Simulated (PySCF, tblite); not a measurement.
# C3H8ClFSi: geometry, infrared bands and NMR shifts

Wanted: the infrared bands and NMR shifts of C3H8ClFSi (`CC[Si@H](F)CCl`), by calculation.

The runs use tblite 0.8.0 and PySCF 2.14.0, with density-fitted response routines of our own; the level of theory stands in each step. All values are computed, except where a source is named. Atoms are numbered from 0 throughout.

## (1) The starting structure

14 atoms, charge 0, multiplicity 1; geometry from: force field or distance geometry start.

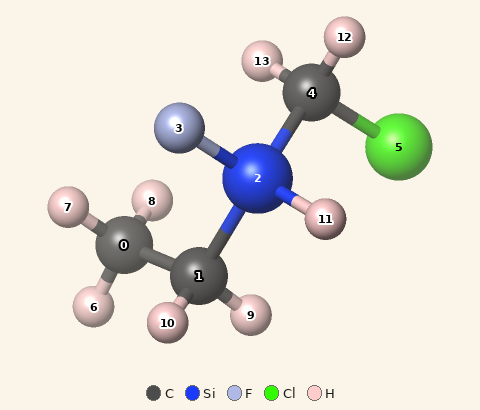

The starting geometry (carbon dark grey, silicon blue, fluorine light blue, chlorine green, hydrogen pink), atoms numbered.

## (2) Relaxing the molecule with GFN2-xTB

The job: settings as JSON, then the geometry in Å.

```
{"job": {"kind": "relax", "xc": "GFN2-xTB", "basis": "xTB"}, "charge": 0, "multiplicity": 1}
C     -1.372300     0.807600     0.885800
C     -1.058900     0.317600    -0.524900
Si     0.335000    -0.953500    -0.624900
F     -0.143200    -2.231300     0.202900
C      1.916700    -0.351900     0.089500
Cl     2.472800     1.086700    -0.807400
H     -2.205400     1.532300     0.844600
H     -1.675600    -0.008300     1.547700
H     -0.516100     1.308200     1.345800
H     -0.800200     1.172400    -1.138400
H     -1.961600    -0.130300    -0.950500
H      0.490300    -1.374600    -2.042600
H      2.698300    -1.106000     0.019100
H      1.819500    -0.069400     1.131100
```

On the command line:

```console
OMP_NUM_THREADS=1 python probes_run.py task.json out
```

The driver reads the jobs from task.json and runs them one after another.

**Question.** This job is followed by: GFN2-xTB harmonic vibrations, gas phase; GIAO PBE0/pcSseg-1 NMR shielding, non-relativistic, gas phase. What will the session give for the following? strongest single infrared mode (GFN2-xTB); zero-point energy (GFN2-xTB); 13C shifts against TMS (PBE0/pcSseg-1); 1H shifts against TMS (PBE0/pcSseg-1, means over atoms taken as alike); 29Si shifts against TMS (PBE0/pcSseg-1); 19F shifts against CFCl3 (PBE0/pcSseg-1); 35Cl shifts against HCl (PBE0/pcSseg-1).

As calculated:

| quantity | value |
| --- | --- |
| strongest single infrared mode (GFN2-xTB) | 809 cm⁻¹, 269 km/mol |
| zero-point energy (GFN2-xTB) | 65.1 kcal/mol |
| 13C shifts against TMS (PBE0/pcSseg-1) | 28.9, 8.4, 7.2 ppm |
| 1H shifts against TMS (PBE0/pcSseg-1, means over atoms taken as alike) | 5.08, 3.24, 3.16, 1.18, 0.98, 0.94 ppm |
| 29Si shifts against TMS (PBE0/pcSseg-1) | 13.2 ppm |
| 19F shifts against CFCl3 (PBE0/pcSseg-1) | -208.3 ppm |
| 35Cl shifts against HCl (PBE0/pcSseg-1) | -23 ppm |

What this shows: Over 38 steps the energy fell by 0.110 eV; of the close pairs, Si2–C4 changed most, 1.837 to 1.910 Å. All 36 modes are real, so the xTB geometry is a minimum. The strongest single mode, at 809 cm⁻¹, moves mainly Si2 and F3. Unscaled tight-binding wavenumbers are off by several per cent, some by more. Its intensities can rank the bands wrongly. The most deshielded carbon is C4 (sp3 CH2 bonded to Cl and Si), at 28.9 ppm: pulled downfield by the heteroatom. At PBE0/pcSseg-1: The largest span, 242 ppm, is at Cl5, where the paramagnetic term is -174 ppm.
